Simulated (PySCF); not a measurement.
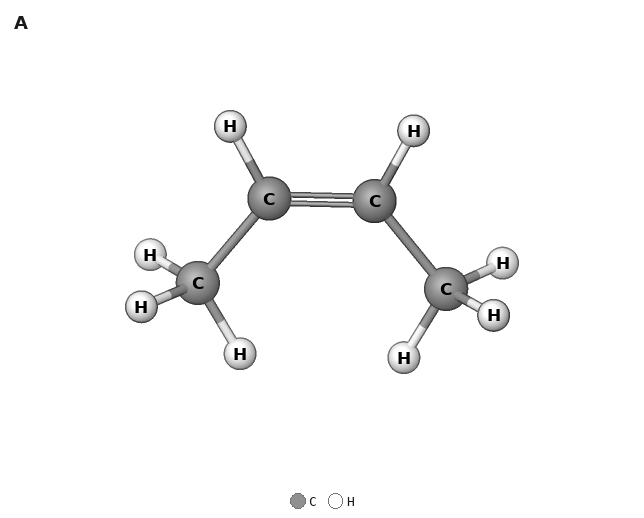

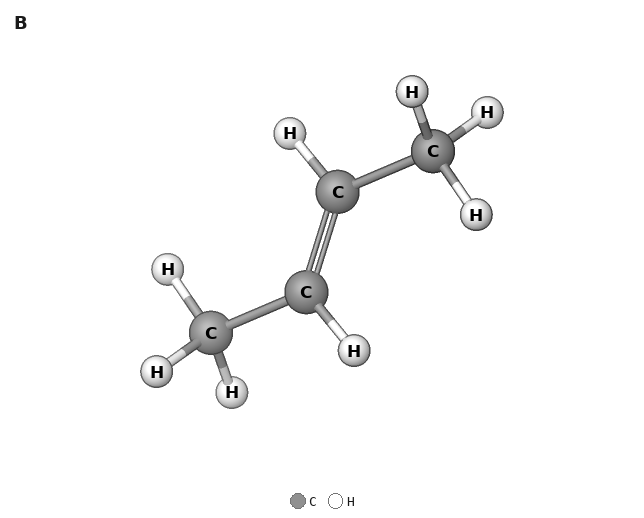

2 stationary structures of one formula. Geometries: PBE0-D3(BJ)/def2-SVP. Electronic energies: PBE0-D3(BJ)/def2-SVP (PySCF 2.14.0), without zero-point energy. No frequency run is at hand to confirm each as a minimum.

> How are they related?

They are stereoisomers of C4H8: A `C/C=C\C`, B `C/C=C/C`.

> Which is lowest in energy, and by how much?

B is lowest; A lies 0.8 kcal/mol above it.
